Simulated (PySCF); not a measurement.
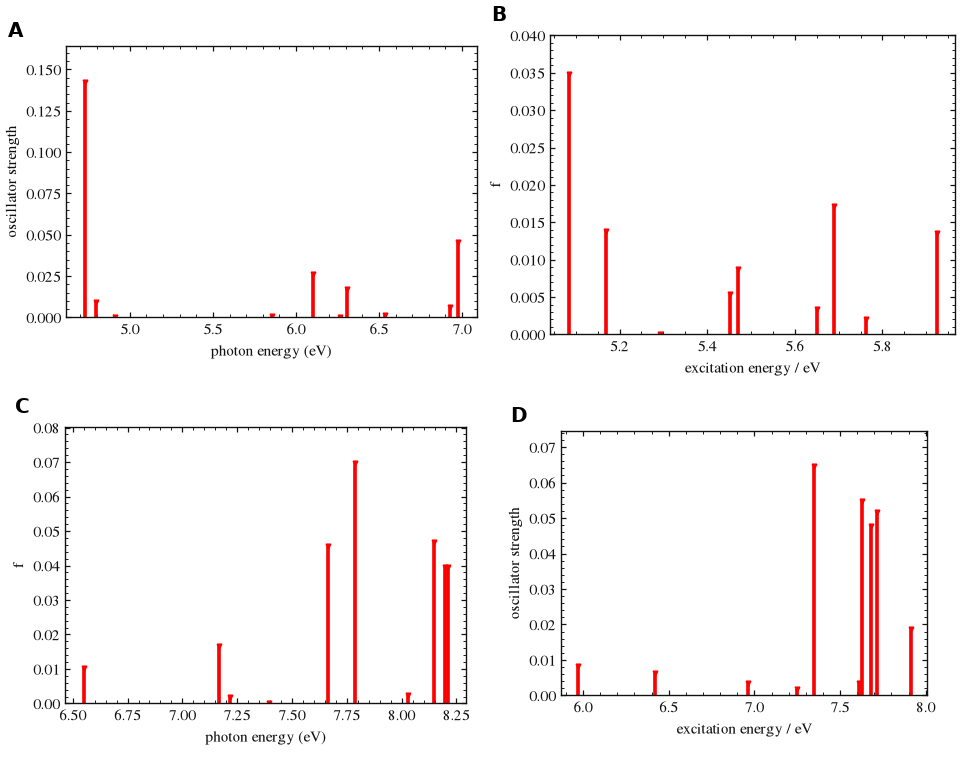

Vertical TDDFT excitations, B3LYP/def2-SVPD with PySCF, at a PBE0-D3(BJ)/def2-SVP geometry (no frequency check), gas phase. Each panel shows the lowest singlet states that were computed.

### Which panel belongs to which molecule?
1. C₂H₆Cl₂Te (TeCl2Me2), SMILES C[Te](C)(Cl)Cl
2. C₂H₆Cl₃NSi (SiCl3(NHEt)), SMILES CCN[Si](Cl)(Cl)Cl
3. C₄H₂F₄N₂Se, SMILES Fc1n[se]nc1CC(F)(F)F
4. SiNH₂Cl₃, SMILES N[Si](Cl)(Cl)Cl

A: 3 (S1 at 4.73 eV, brightest at 4.73 eV)
B: 1 (S1 at 5.08 eV, brightest at 5.08 eV)
C: 4 (S1 at 6.55 eV, brightest at 7.79 eV)
D: 2 (S1 at 5.97 eV, brightest at 7.35 eV)

Limits of at least one run: core orbitals are frozen in the response; effective core potentials, which hold scalar relativity, on atoms heavier than Kr; one conformer of a flexible molecule; spin-orbit coupling is left out, and with Se it can shift these levels and split any degenerate set; spin-orbit coupling is left out, and with Te it can shift these levels and split any degenerate set; states above the negative HOMO energy depend on the basis.
